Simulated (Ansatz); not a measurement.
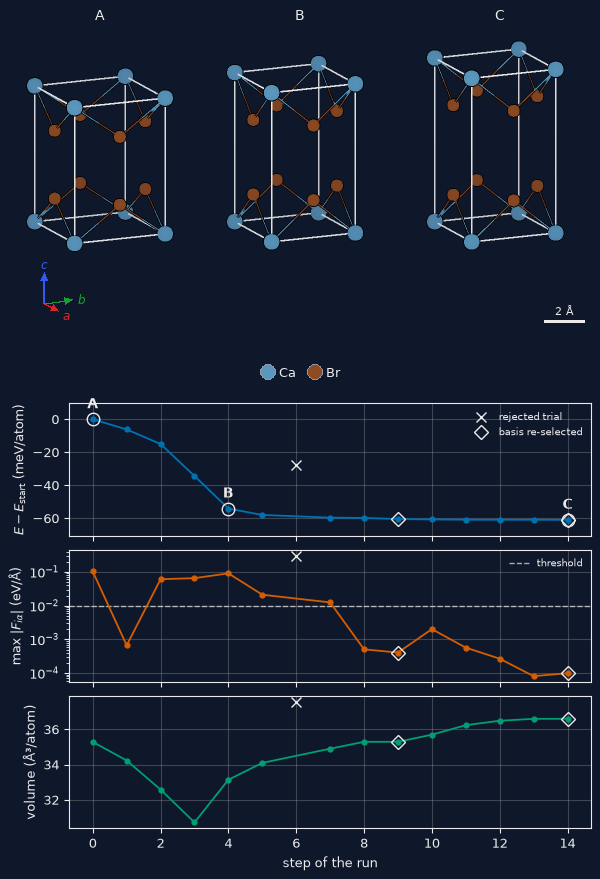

Frames of a relaxation of crystalline CaBr₄ (a generated structure, set up in P4/mmm), marked on the history of the run. The picture is a ball-and-stick view of the cell of the calculation, seen slightly off an axis.

All numbers below come from DFT PBE, scalar-relativistic, plane waves, PAW (Ansatz). Set-up: plane-wave cutoff 420 eV; k-point mesh 8 × 8 × 6; occupations gaussian; smearing width 0.1 eV; no spin polarisation; cell and atoms relaxed; force threshold 0.01 eV/Å; at most 80 steps.

### What happens along the run?

Over 11 accepted moves (14 points after the start) the energy falls by 60.9 meV per atom. Largest force component: 0.1 eV/Å at the start, under 0.0001 eV/Å at the end. Pressure: −1.06 GPa at the start and 0.00 GPa at the end. The line search rejected the trial step at point 6 of the run. The SCF was repeated twice at an unchanged geometry on a basis and grid sized afresh for the cell, which shifted the energy by 0.7 meV per atom at most. The largest moves relative to the cell, 0.20 Å, are those of Br atoms. Ca stays in place. Cell: a = b 4.997 → 4.635 Å (−7.2 %), c 7.067 → 8.517 Å (+20.5 %). Volume +3.7 %. Among the contacts that change: Br–Ca 3.060 → 3.014 Å. Bond angles that change, for instance: Ca–Br–Ca 109.5° → 100.5°. The space group stays P4/mmm (No. 123). The run took 3.2 min on 1 thread of Arm Neoverse V2, with other jobs on the host, peak memory 0.51 GiB. From step 0 to 4: volume −6.1 %, energy −54.1 meV per atom. From step 4 to 14: Br atoms move most (0.20 Å), volume +10.4 %, energy −6.8 meV per atom.

```csv
step,"E − E(0), meV/atom","largest force component, eV/Å","pressure, GPa","volume, Å³/atom",note
0,0.00,0.1033,-1.06,35.291,
1,-6.12,0.0007,-0.36,34.234,
2,-14.97,0.0608,0.61,32.585,
3,-34.33,0.0655,2.22,30.722,
4,-54.07,0.0907,0.22,33.144,
5,-57.94,0.0211,0.60,34.099,
6,-27.59,0.3066,-0.20,37.564,rejected
7,-59.56,0.0125,0.11,34.904,
8,-59.74,0.0005,0.01,35.295,
9,-60.42,0.0004,0.06,35.295,"same geometry, new basis"
10,-60.65,0.0020,0.00,35.700,
11,-60.82,0.0006,0.00,36.240,
12,-60.84,0.0003,0.00,36.491,
13,-60.84,0.0001,0.00,36.598,
14,-60.89,0.0001,0.00,36.598,"same geometry, new basis"
```
